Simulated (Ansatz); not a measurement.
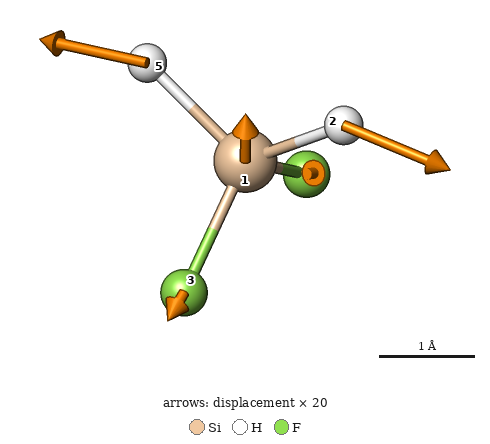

This is a relaxation of SiH2F2. The starting structure is drawn; orange arrows show the displacements, magnified 20 times. The two geometries are superimposed by the best rigid fit.

A ball-and-stick model, seen from a free direction.

The run prepares the start of a later molecular dynamics calculation, from a guessed geometry.

Theory: Ansatz 0.2.0, RKS PBE/def2-SVP.

The input:
```yaml
crystal:
  periodic: [false, false, false]
  atoms:
    - { symbol: Si, position_ang: [0.0, 0.0, 0.0] }
    - { symbol: H, position_ang: [0.0, 0.0, 1.46] }
    - { symbol: F, position_ang: [1.4994, 0.0, -0.5295] }
    - { symbol: F, position_ang: [-0.7489, 1.2974, -0.5295] }
    - { symbol: H, position_ang: [-0.6877, -1.1914, -0.4862] }
basis:
  gaussian: { orbitals: def2-SVP }
hamiltonian:
  xc: pbe
relax:
  f_tol: 0.02
  max_steps: 40
```

Run as
```bash
ansatz run input.yaml --threads 1 --pin off --max-ram 2048MiB --backend cpu --events-out ev --progress --plain --runs-dir out
```

Q: Atoms of which element are displaced furthest, and by how much?

A: Hydrogen: up to 0.066 Å, against 0.030 Å for silicon.

Q: What did the optimiser do to the structure, and how much energy did it gain?

A: The largest moves after the best rigid fit, 0.066 Å, are those of H2 and H5. Largest moves by element: H 0.066 Å, Si 0.030 Å, F 0.020 Å. Near-neighbour distances that change, for instance: Si1–F3 1.590 → 1.627 Å, Si1–H2 1.460 → 1.493 Å. Bond angles that change, for instance: H2–Si1–H5 109.5° → 114.7°. After 3 geometry steps the energy has fallen by 2.01 kcal/mol. Largest force component: 1.2 eV/Å at the start, 0.0045 eV/Å at the end. The run took 4.5 s on 1 thread of Arm Neoverse V2, with other jobs on the host, peak memory 0.1 GiB.
